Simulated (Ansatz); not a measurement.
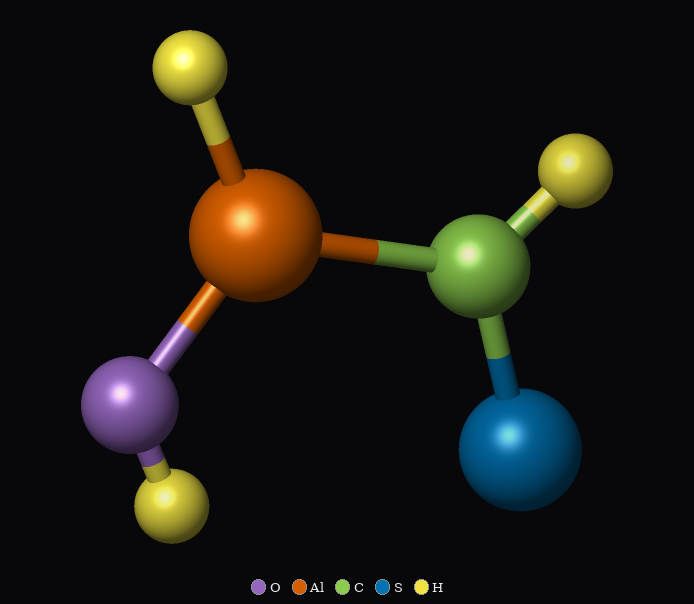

The picture shows a molecular structure as a ball-and-stick model. Every bond is drawn as one stick, whatever its order.

What is the molecular formula?

CH₃AlOS, 7 atoms: 1 carbon, 3 hydrogen, 1 aluminium, 1 oxygen and 1 sulfur.

How many sets of symmetry-equivalent atoms are there?

7: 1 O, 1 Al, 1 C, 1 S, 1 H, 1 H, 1 H.

What is the point group of this geometry?

Cs.

Write the SMILES.

[OH][AlH][CH]=S

Count the bonded pairs by element.

1 Al–O, 1 C–Al, 1 C–S, 1 O–H, 1 Al–H, 1 C–H.

More results for the same structure follow; atom numbers are the same in all pictures, views and colours differ. Computed geometry: PBE0-D4/def2-TZVP optimisation.

Dipole moment

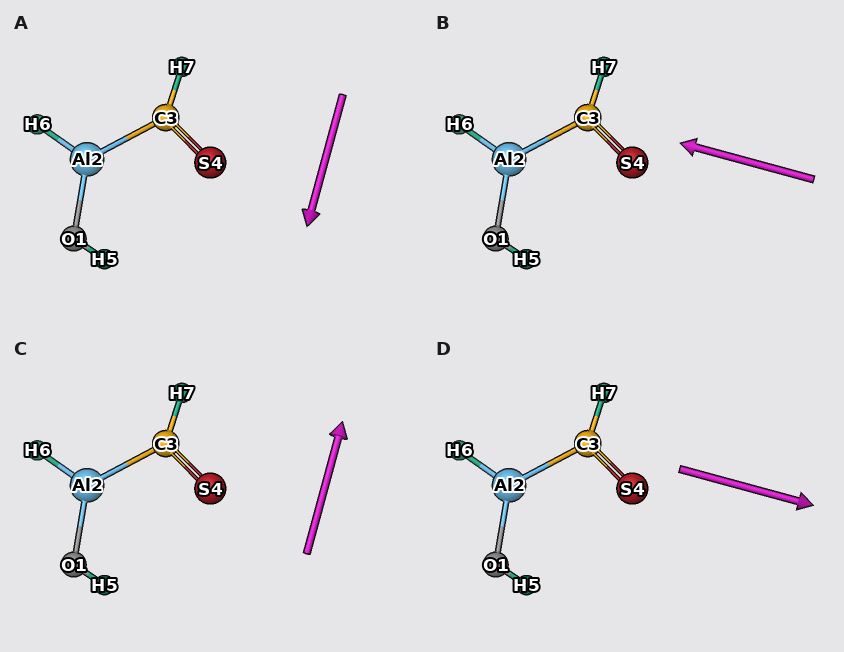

The same molecule four times, each with an arrow. Properties computed with RKS PBE0-D4/def2-TZVP (Ansatz 0.2.0).

Which arrow points along the dipole moment, from the negative to the positive end?

C. The dipole moment is 1.31 D; it points from the side of H5 to the side of H7 (the outermost atoms at the two ends).

Charges

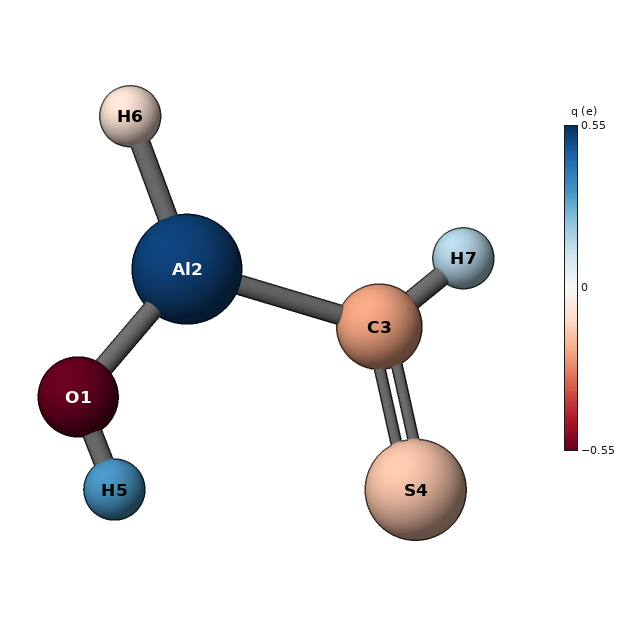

Atoms are coloured by their Mulliken charges. Level of theory: RKS PBE0-D4/def2-TZVP (Ansatz 0.2.0).

Which atom carries the highest charge (most positive or least negative)?

Al2 (0.51 e).

And the lowest?

O1 (−0.54 e).

List the Mulliken charges.

```json
{"atom": "O1", "value (e)": "−0.54"}
{"atom": "Al2", "value (e)": "0.51"}
{"atom": "C3", "value (e)": "−0.22"}
{"atom": "S4", "value (e)": "−0.15"}
{"atom": "H5", "value (e)": "0.32"}
{"atom": "H6", "value (e)": "−0.08"}
{"atom": "H7", "value (e)": "0.16"}
```

Thermal motion

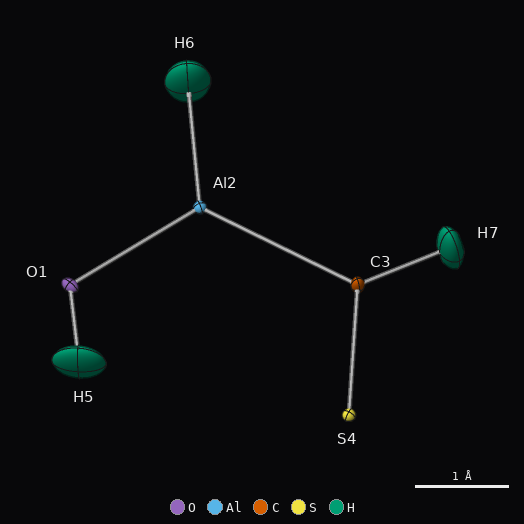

Displacement ellipsoids at the 50 % level, from the internal vibrations of the free molecule (harmonic, no overall translation or rotation; no half-axis is drawn under 0.075 Å). Vibrations computed with RKS PBE0-D4/def2-TZVP (Ansatz 0.2.0). Temperature: 0 K (zero-point motion alone).

Which atom has the largest mean-square displacement?

H6, with U_eq = 0.0328 Å².

Does H7 move more along its bond or across it?

Across it: the root-mean-square amplitude is 0.086 Å along the bond and up to 0.233 Å across, since bending and torsion are softer than stretching.

Give the displacement parameters, one line for each set of equivalent atoms.

| atom | U_eq (Å²) | rms amplitudes (Å) |
| --- | --- | --- |
| O1 | 0.0024 | 0.029, 0.041, 0.068 |
| Al2 | 0.0010 | 0.022, 0.036, 0.036 |
| C3 | 0.0036 | 0.034, 0.049, 0.085 |
| S4 | 0.00095 | 0.016, 0.025, 0.044 |
| H5 | 0.0267 | 0.078, 0.190, 0.195 |
| H6 | 0.0328 | 0.097, 0.162, 0.251 |
| H7 | 0.0257 | 0.085, 0.124, 0.233 |

Mulliken values depend strongly on the basis set and can even reverse the polarity of a bond.
